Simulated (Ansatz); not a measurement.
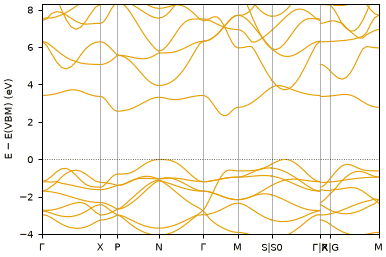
*Band structure from r²SCAN+D4 in the plane-wave PAW code Ansatz*

The gap is 2.33 eV; an edge lies off the plotted path or next to a special point (maximum off the standard path, minimum on the Γ–M line, 62 % of the way from Γ).

The material is HgBr in space group I4/mmm (No. 139; Hg on 4e, Br on 4e).

The workflow started from a Materials Project entry (that database holds measured and hypothetical structures alike); the Crystallography Open Database files this formula in space group No. 139, but the cells were not matched. Whether it is the stable phase at ambient conditions was not checked. The cell was relaxed with r²SCAN+D4 under the symmetry of its start; whether a distortion lowers the energy is not shown. Scalar-relativistic: spin–orbit coupling is off unless named, which matters more the heavier the elements.

Potentials: the later of the program's two PAW sets.
